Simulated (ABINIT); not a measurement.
## KF (Carobbiite): G0W0 in ABINIT against the bands in the self-energy

How does the gap of KF (Carobbiite) converge in the bands in the self-energy?

Program: ABINIT 10.8.3. Level of theory: LDA and many-body steps on it, plane waves. Results are calculated unless marked as measured.

## Step 1: The starting structure

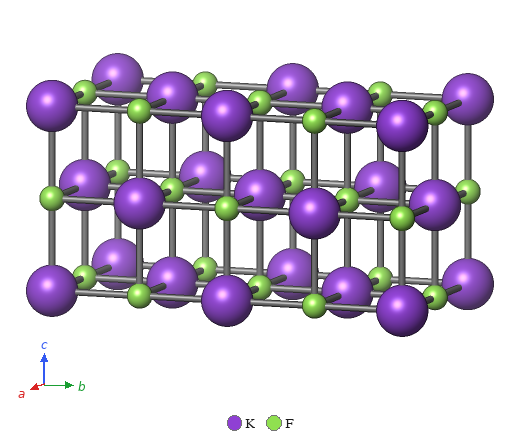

Start, viewed slightly off an axis; potassium purple, fluorine green. 1×2×1 cells are drawn. This picture shows the conventional cell, with its axes. Some periodic images of atoms are drawn too.

Structure file:

```cif
data_structure
_symmetry_space_group_name_H-M 'Fm-3m'
_symmetry_Int_Tables_number 225
_cell_length_a 5.3437
_cell_length_b 5.3437
_cell_length_c 5.3437
_cell_angle_alpha 90.000
_cell_angle_beta 90.000
_cell_angle_gamma 90.000
_cell_volume 152.59
loop_
_atom_site_label
_atom_site_type_symbol
_atom_site_symmetry_multiplicity
_atom_site_Wyckoff_symbol
_atom_site_fract_x
_atom_site_fract_y
_atom_site_fract_z
_atom_site_occupancy
K1 K 4 a 0.00000 0.00000 0.00000 1
F1 F 4 b 0.50000 0.00000 0.00000 1
```

The cell and positions come from the Crystallography Open Database and are kept as given unless a step says otherwise.

## Step 2: Screening, 4×4×4 mesh, 94 bands, screening to 176.9 eV

This step: ABINIT 10.8.3; RPA screening on LDA, plane waves, norm-conserving pseudopotentials.

The RPA dielectric matrix is built and inverted for each q.

run.abi reads:

```
acell 3*1.0 Angstrom
rprim 
  -0.000000000000 2.671850000000 2.671850000000
  2.671850000000 -0.000000000000 2.671850000000
  2.671850000000 2.671850000000 0.000000000000
ntypat 2
znucl 19 9
natom 2
typat 1 2
xred 
  0.000000000000 0.000000000000 0.000000000000
  0.500000000000 0.500000000000 0.500000000000
pp_dirpath "pseudos"
pseudos "K.upf, F.upf"
ecut 36
ngkpt 4 4 4
nshiftk 1
shiftk 0 0 0
kptopt 1
chksymbreak 0
istwfk *1
occopt 1
irdwfk 1
optdriver 3
nband 94
ecuteps 6.5
inclvkb 2
awtr 1
symchi 1
indata_prefix "in"
outdata_prefix "out"
tmpdata_prefix "tmp"
```

On the command line:

```
OMP_NUM_THREADS=1 mpirun -n 4 abinit run.abi > log
```

Log:

```text
.Version 10.8.3 of ABINIT. v10.8.2 released Aug 2026.

 Symmetries : space group Fm -3 m (#225); Bravais cF (face-center cubic)
[... echo of the input left out ...]
== DATASET  1 ==================================================================
-   mpi_nproc: 4, omp_nthreads: 1 (-1 if OMP is not activated)

--- !DatasetInfo
iteration_state: {dtset: 1, }
dimensions: {natom: 2, nkpt: 8, mband: 94, nsppol: 1, nspinor: 1, nspden: 1, mpw: 2685, }
cutoff_energies: {ecut:  36.0, pawecutdg:  -1.0, }
electrons: {nelect:   1.60000000E+01, charge:   0.00000000E+00, occopt:   1.00000000E+00, tsmear:   1.00000000E-02, }

 SCREENING: Calculation of the susceptibility and dielectric matrices

 Based on a program developped by R.W. Godby, V. Olevano, G. Onida, and L. Reining.
 Incorporated in ABINIT by V. Olevano, G.-M. Rignanese, and M. Torrent.
.Using double precision arithmetic ; gwpc =  8

[... cell and pseudopotentials left out ...]
--------------------------------------------------------------------------------

 ==== K-mesh for the wavefunctions ====
 Number of points in the irreducible wedge :     8
[... list of points left out ...]
 Together with 48 symmetry operations and time-reversal symmetry
 yields    64 points in the full Brillouin Zone.

 ==== Q-mesh for the screening function ====
 Number of points in the irreducible wedge :     8
[... list of points left out ...]
 Together with 48 symmetry operations and time-reversal symmetry
 yields    64 points in the full Brillouin Zone.

 setmesh: FFT mesh size selected  =    27x   27x   27
          total number of points  =        19683

 vcoul_init : cutoff-mode = AUXILIARY_FUNCTION
 q-points for optical limit:   1
     1)      0.000010    0.000020    0.000030

- screening: taking advantage of time-reversal symmetry
- Maximum band index for partially occupied states nbvw = 8
- Remaining bands to be divided among processors   nbcw = 86
- Number of bands treated by each node ~21

 Number of electrons calculated from density =   16.0000; Expected =   16.0000
 average of density, n =  0.062152
 r_s =    1.5661
 omega_plasma =   24.0483 [eV]

 calculating chi0 at frequencies [eV] :
  1    0.000000E+00    0.000000E+00
  2    0.000000E+00    2.404829E+01

--------------------------------------------------------------------------------
  q-point number  1        q = ( 0.000000, 0.000000, 0.000000) [r.l.u.]
--------------------------------------------------------------------------------
[... chi0 elements left out ...]
 For q-point:  0.000010 0.000020 0.000030
  dielectric constant =   1.9536
  dielectric constant without local fields =   2.1659

  Average fulfillment of the sum rule on Im[epsilon] for q-point    1 :     65.35  [%]
[... wings left out ...]
  q-point number  2        q = ( 0.250000, 0.000000, 0.000000) [r.l.u.]
--------------------------------------------------------------------------------
[... chi0 elements left out ...]
  Average fulfillment of the sum rule on Im[epsilon] for q-point    2 :     74.89  [%]

 [... 6 further q-points ...]
```

It took 15 s on 4 MPI ranks of Arm Neoverse V1, shared host; peak memory 0.64 GiB.

Numbers from this step:

```
ε∞ with local fields, on this mesh, along the program's q direction : 1.954
the same without local fields                                       : 2.166
plasma frequency                                                    : 24.05 eV
plane waves in the screening matrix                                 : 181
```

Local fields lower ε∞ by 10 %. On a Γ-centred mesh this coarse the value itself is usually too large, while a short band sum pulls it down.

## Step 3: 16 bands

This step: G0W0 on LDA, plane waves, norm-conserving pseudopotentials.

run.abi, as its differences from that of step 2:

```diff
@@ -23,8 +23,15 @@
 irdwfk 1
-optdriver 3
-nband 94
+optdriver 4
+nband 16
+gwcalctyp 0
+ecutsigx 36
+symsigma 1
+nkptgw 1
+kptgw 
+  0.0000000000 0.0000000000 0.0000000000
+bdgw 
+  6 12
 ecuteps 6.5
-inclvkb 2
-awtr 1
-symchi 1
+irdscr 1
+ppmodel 1
 indata_prefix "in"
```

Log:

```text
.Version 10.8.3 of ABINIT. v10.8.2 released Aug 2026.

 Symmetries : space group Fm -3 m (#225); Bravais cF (face-center cubic)
[... echo of the input left out ...]
== DATASET  1 ==================================================================
-   mpi_nproc: 4, omp_nthreads: 1 (-1 if OMP is not activated)

--- !DatasetInfo
iteration_state: {dtset: 1, }
dimensions: {natom: 2, nkpt: 8, mband: 16, nsppol: 1, nspinor: 1, nspden: 1, mpw: 2685, }
cutoff_energies: {ecut:  36.0, pawecutdg:  -1.0, }
electrons: {nelect:   1.60000000E+01, charge:   0.00000000E+00, occopt:   1.00000000E+00, tsmear:   1.00000000E-02, }

 SIGMA: Calculation of the GW corrections

 Based on a program developped by R.W. Godby, V. Olevano, G. Onida, and L. Reining.
 Incorporated in ABINIT by V. Olevano, G.-M. Rignanese, and M. Torrent.
.Using double precision arithmetic ; gwpc =  8

[... cell and pseudopotentials left out ...]
--------------------------------------------------------------------------------

 ==== K-mesh for the wavefunctions ====
 Number of points in the irreducible wedge :     8
[... list of points left out ...]
 Together with 48 symmetry operations and time-reversal symmetry
 yields    64 points in the full Brillouin Zone.

 ==== Q-mesh for screening function ====
 Number of points in the irreducible wedge :     8
[... list of points left out ...]
 Together with 48 symmetry operations and time-reversal symmetry
 yields    64 points in the full Brillouin Zone.

 vcoul_init : cutoff-mode = AUXILIARY_FUNCTION
 q-points for optical limit:   1
     1)      0.000010    0.000020    0.000030
 setmesh: FFT mesh size selected  =    40x   40x   40
          total number of points  =        64000

 Number of electrons calculated from density =   16.0000; Expected =   16.0000
 average of density, n =  0.062152
 r_s =    1.5661
 omega_plasma =   24.0483 [eV]

 === KS Band Gaps ===
  >>>> For spin  1
   Minimum direct gap =   5.8215 [eV], located at k-point      :   0.0000  0.0000  0.0000
   Fundamental gap    =   5.8215 [eV], Top of valence bands at :   0.0000  0.0000  0.0000
                                       Bottom of conduction at :   0.0000  0.0000  0.0000
 SIGMA fundamental parameters:
 PLASMON POLE MODEL  1
 number of plane-waves for SigmaX                 2685
 number of plane-waves for SigmaC and W            181
 number of plane-waves for wavefunctions          2685
 number of bands                                    16
 number of independent spin polarizations            1
 number of spinorial components                      1
 number of k-points in IBZ                           8
 number of q-points in IBZ                           8
 number of symmetry operations                      48
 number of k-points in BZ                           64
 number of q-points in BZ                           64
 number of frequencies for dSigma/dE                 9
 frequency step for dSigma/dE [eV]                0.25
 number of omega for Sigma on real axis              0
 max omega for Sigma on real axis  [eV]           0.00
 zcut for avoiding poles [eV]                     0.10

 EPSILON^-1 parameters (SCR file):
 dimension of the eps^-1 matrix on file            181
 dimension of the eps^-1 matrix used               181
 number of plane-waves for wavefunctions          2685
 number of bands                                    94
 number of q-points in IBZ                           8
 number of frequencies                               2
 number of real frequencies                          1
 number of imag frequencies                          1

 matrix elements of self-energy operator (all in [eV])

 Perturbative Calculation

--- !SelfEnergy_ee
iteration_state: {dtset: 1, }
kpoint     : [   0.000,    0.000,    0.000, ]
spin       : 1
KS_gap     :    5.821
QP_gap     :    9.654
Delta_QP_KS:    3.833
data: !SigmaeeData |
     Band     E0 <VxcDFT>   SigX SigC(E0)      Z dSigC/dE  Sig(E)    E-E0       E
        6  -0.305 -21.597 -29.368   5.887   0.811  -0.233 -23.125  -1.528  -1.834
        7  -0.305 -21.597 -29.368   5.887   0.811  -0.233 -23.125  -1.528  -1.834
        8  -0.305 -21.597 -29.368   5.887   0.811  -0.233 -23.125  -1.528  -1.834
        9   5.516  -8.806  -4.130  -2.127   0.904  -0.106  -6.502   2.304   7.820
       10  10.239 -11.047  -4.836  -1.946   0.904  -0.106  -7.190   3.856  14.095
       11  10.239 -11.047  -4.836  -1.946   0.904  -0.106  -7.190   3.856  14.095
       12  10.239 -11.047  -4.836  -1.946   0.904  -0.106  -7.190   3.856  14.095

== END DATASET(S) ==============================================================
================================================================================

 -outvars: echo values of variables after computation  --------
           etotal      0.0000000000E+00
            nband          16
             nkpt           8
          spgroup         225
 [... the other variables as echoed above ...]

 Calculation completed.
```

Wall time 2.8 s (4 MPI ranks); peak memory 0.15 GiB.

This step gave:

```yaml
g0w0_gap_on_the_points_computed: 9.654 eV
starting_gap_on_the_mesh: 5.821 eV
k_of_the_valence_top: 0, 0, 0
k_of_the_conduction_bottom: 0, 0, 0
z_at_the_valence_top: 0.811
z_at_the_conduction_bottom: 0.904
least_direct_g0w0_gap_on_the_computed_points: 9.654 eV
```

## Step 4: 29 bands

The self-energy is evaluated for the states that the input lists, and the levels follow from it, in one-shot runs by the linearised quasiparticle equation.

run.abi, as its differences from that of step 3:

```diff
@@ -24,3 +24,3 @@
 optdriver 4
-nband 16
+nband 29
 gwcalctyp 0
```

Log:

```text
.Version 10.8.3 of ABINIT. v10.8.2 released Aug 2026.

 Symmetries : space group Fm -3 m (#225); Bravais cF (face-center cubic)
[... echo of the input left out ...]
== DATASET  1 ==================================================================
-   mpi_nproc: 4, omp_nthreads: 1 (-1 if OMP is not activated)

--- !DatasetInfo
iteration_state: {dtset: 1, }
dimensions: {natom: 2, nkpt: 8, mband: 29, nsppol: 1, nspinor: 1, nspden: 1, mpw: 2685, }
cutoff_energies: {ecut:  36.0, pawecutdg:  -1.0, }
electrons: {nelect:   1.60000000E+01, charge:   0.00000000E+00, occopt:   1.00000000E+00, tsmear:   1.00000000E-02, }

 SIGMA: Calculation of the GW corrections

 Based on a program developped by R.W. Godby, V. Olevano, G. Onida, and L. Reining.
 Incorporated in ABINIT by V. Olevano, G.-M. Rignanese, and M. Torrent.
.Using double precision arithmetic ; gwpc =  8

[... cell and pseudopotentials left out ...]
--------------------------------------------------------------------------------

 ==== K-mesh for the wavefunctions ====
 Number of points in the irreducible wedge :     8
[... list of points left out ...]
 Together with 48 symmetry operations and time-reversal symmetry
 yields    64 points in the full Brillouin Zone.

 ==== Q-mesh for screening function ====
 Number of points in the irreducible wedge :     8
[... list of points left out ...]
 Together with 48 symmetry operations and time-reversal symmetry
 yields    64 points in the full Brillouin Zone.

 vcoul_init : cutoff-mode = AUXILIARY_FUNCTION
 q-points for optical limit:   1
     1)      0.000010    0.000020    0.000030
 setmesh: FFT mesh size selected  =    40x   40x   40
          total number of points  =        64000

 Number of electrons calculated from density =   16.0000; Expected =   16.0000
[...]
number of q-points in BZ                           64
 number of frequencies for dSigma/dE                 9
 frequency step for dSigma/dE [eV]                0.25
 number of omega for Sigma on real axis              0
 max omega for Sigma on real axis  [eV]           0.00
 zcut for avoiding poles [eV]                     0.10

 EPSILON^-1 parameters (SCR file):
 dimension of the eps^-1 matrix on file            181
 dimension of the eps^-1 matrix used               181
 number of plane-waves for wavefunctions          2685
 number of bands                                    94
 number of q-points in IBZ                           8
 number of frequencies                               2
 number of real frequencies                          1
 number of imag frequencies                          1

 matrix elements of self-energy operator (all in [eV])

 Perturbative Calculation

--- !SelfEnergy_ee
iteration_state: {dtset: 1, }
kpoint     : [   0.000,    0.000,    0.000, ]
spin       : 1
KS_gap     :    5.821
QP_gap     :    9.580
Delta_QP_KS:    3.759
data: !SigmaeeData |
     Band     E0 <VxcDFT>   SigX SigC(E0)      Z dSigC/dE  Sig(E)    E-E0       E
        6  -0.305 -21.597 -29.368   5.453   0.807  -0.240 -23.466  -1.869  -2.175
        7  -0.305 -21.597 -29.368   5.453   0.807  -0.240 -23.466  -1.869  -2.175
        8  -0.305 -21.597 -29.368   5.453   0.807  -0.240 -23.466  -1.869  -2.175
        9   5.516  -8.806  -4.130  -2.569   0.897  -0.115  -6.917   1.889   7.405
       10  10.239 -11.047  -4.836  -2.550   0.894  -0.119  -7.775   3.272  13.510
       11  10.239 -11.047  -4.836  -2.550   0.894  -0.119  -7.775   3.272  13.510
       12  10.239 -11.047  -4.836  -2.550   0.894  -0.119  -7.775   3.272  13.510

== END DATASET(S) ==============================================================
================================================================================

 -outvars: echo values of variables after computation  --------
           etotal      0.0000000000E+00
            nband          29
             nkpt           8
          spgroup         225
 [... the other variables as echoed above ...]

 Calculation completed.
```

It took 3.2 s on 4 MPI ranks; peak memory 0.48 GiB; 13 s of CPU time.

Numbers from this step:

```
G0W0 gap on the points computed              : 9.58 eV
starting gap on the mesh                     : 5.821 eV
k of the valence top                         : 0, 0, 0
k of the conduction bottom                   : 0, 0, 0
Z at the valence top                         : 0.807
Z at the conduction bottom                   : 0.897
least direct G0W0 gap on the computed points : 9.58 eV
```

The gap on the mesh goes from 5.82 eV to 9.58 eV, a correction of +3.76 eV.

## Step 5: 58 bands

run.abi, as its differences from that of step 4:

```diff
@@ -24,3 +24,3 @@
 optdriver 4
-nband 29
+nband 58
 gwcalctyp 0
```

Log:

```text
.Version 10.8.3 of ABINIT. v10.8.2 released Aug 2026.

 Symmetries : space group Fm -3 m (#225); Bravais cF (face-center cubic)
[... echo of the input left out ...]
== DATASET  1 ==================================================================
-   mpi_nproc: 4, omp_nthreads: 1 (-1 if OMP is not activated)

--- !DatasetInfo
iteration_state: {dtset: 1, }
dimensions: {natom: 2, nkpt: 8, mband: 58, nsppol: 1, nspinor: 1, nspden: 1, mpw: 2685, }
cutoff_energies: {ecut:  36.0, pawecutdg:  -1.0, }
[...]
10  10.239 -11.047  -4.836  -2.933   0.890  -0.124  -8.131   2.916  13.155
       11  10.239 -11.047  -4.836  -2.933   0.890  -0.124  -8.131   2.916  13.155
       12  10.239 -11.047  -4.836  -2.933   0.890  -0.124  -8.131   2.916  13.155

== END DATASET(S) ==============================================================
================================================================================

 -outvars: echo values of variables after computation  --------
           etotal      0.0000000000E+00
            nband          58
             nkpt           8
          spgroup         225
 [... the other variables as echoed above ...]

 Calculation completed.
```

Wall time 3.9 s (4 MPI ranks); peak memory 0.49 GiB.

This step gave:

| Property | Result |
| --- | --- |
| G0W0 gap on the points computed | 9.717 eV |
| starting gap on the mesh | 5.821 eV |
| k of the valence top | 0, 0, 0 |
| k of the conduction bottom | 0, 0, 0 |
| least direct G0W0 gap on the computed points | 9.717 eV |

Against the run before, the gap moves by +0.137 eV.

## Step 6: 94 bands

run.abi, as its differences from that of step 5:

```diff
@@ -24,3 +24,3 @@
 optdriver 4
-nband 58
+nband 94
 gwcalctyp 0
```

Log:

```text
.Version 10.8.3 of ABINIT. v10.8.2 released Aug 2026.

 Symmetries : space group Fm -3 m (#225); Bravais cF (face-center cubic)
[... echo of the input left out ...]
== DATASET  1 ==================================================================
-   mpi_nproc: 4, omp_nthreads: 1 (-1 if OMP is not activated)

--- !DatasetInfo
iteration_state: {dtset: 1, }
dimensions: {natom: 2, nkpt: 8, mband: 94, nsppol: 1, nspinor: 1, nspden: 1, mpw: 2685, }
cutoff_energies: {ecut:  36.0, pawecutdg:  -1.0, }
[...]
10  10.239 -11.047  -4.836  -3.084   0.889  -0.125  -8.268   2.778  13.017
       11  10.239 -11.047  -4.836  -3.084   0.889  -0.125  -8.268   2.778  13.017
       12  10.239 -11.047  -4.836  -3.084   0.889  -0.125  -8.268   2.778  13.017

== END DATASET(S) ==============================================================
================================================================================

 -outvars: echo values of variables after computation  --------
           etotal      0.0000000000E+00
            nband          94
             nkpt           8
          spgroup         225
 [... the other variables as echoed above ...]

 Calculation completed.
```

Wall time 4.8 s (4 MPI ranks); peak memory 0.5 GiB; 19 s of CPU time.

This step gave:

- G0W0 gap on the points computed: 9.815 eV
- starting gap on the mesh: 5.821 eV
- k of the valence top: 0, 0, 0
- k of the conduction bottom: 0, 0, 0
- least direct G0W0 gap on the computed points: 9.815 eV

Against the run before, the gap moves by +0.098 eV.

## Step 7: The runs together

Times are wall times on 4 MPI ranks of Arm Neoverse V1, shared host, good to a factor of about two. A run's time includes the screening step that it read.

```
     run   mesh  bands  screening cutoff (eV)  DFT gap (eV)  gap on the mesh (eV)  direct (eV)  ε∞ used  time
16 bands  4×4×4     16                  176.9         5.821                 9.654        9.654     1.95  17 s
29 bands  4×4×4     29                  176.9         5.821                 9.580        9.580     1.95  18 s
58 bands  4×4×4     58                  176.9         5.821                 9.717        9.717     1.95  19 s
94 bands  4×4×4     94                  176.9         5.821                 9.815        9.815     1.95  19 s
```

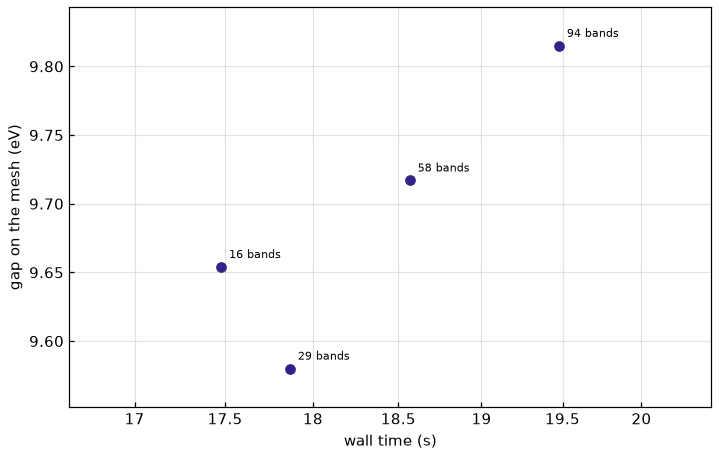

Result against wall time.

## Step 8: Results

```yaml
16_bands: 9.654 eV
29_bands: 9.580 eV
58_bands: 9.717 eV
94_bands: 9.815 eV
known_limits: not at the basis limit; coarse k mesh
```

What this shows: The setting moved: bands in the self-energy. From 16 bands to 94 bands the gap moves by +0.16 eV, not steadily: it passes through 9.58 eV. The last step still moves it by +0.098 eV. Bands and screening cutoff are coupled, so a series along one setting does not show full convergence. Bands and cutoff are finite, so the gap is not at the basis limit. The miss can reach some tenths of an eV and take either sign; the mesh is an error of its own. In the G0W0 runs levels were corrected at 1 k point alone, so a gap called «on the mesh» is the least over those, and an edge elsewhere would be missed. The 4×4×4 mesh is coarse for this cell, which bears on the long-range parts of exchange and screening.

[Paths, hosts, dates, memory and timing lines, banners, echoed tables and standing remarks are left out of the program output.]

[Logs are printed without paths, hosts, clocks, repeated set-up lines and the standing remarks that a program may print on its own settings, such as how far it seeks lower states.]

[Runs of the session that timed out or met a known fault of the program may be left out.]

[Hosts, paths, dates, database ids (printed as entryN), source tags and the programs' standing remarks are cut or masked in the printed files.]

[G0W0 gaps are taken among the corrected bands and points alone; a level outside them can change the order at an edge.]

[Where Ansatz stands beside ABINIT at settings called matched, ABINIT's density can come from a denser mesh and the files from another edition; pairs whose starting gaps differed by over 0.03 eV were left out, so agreement reads better than it is.]
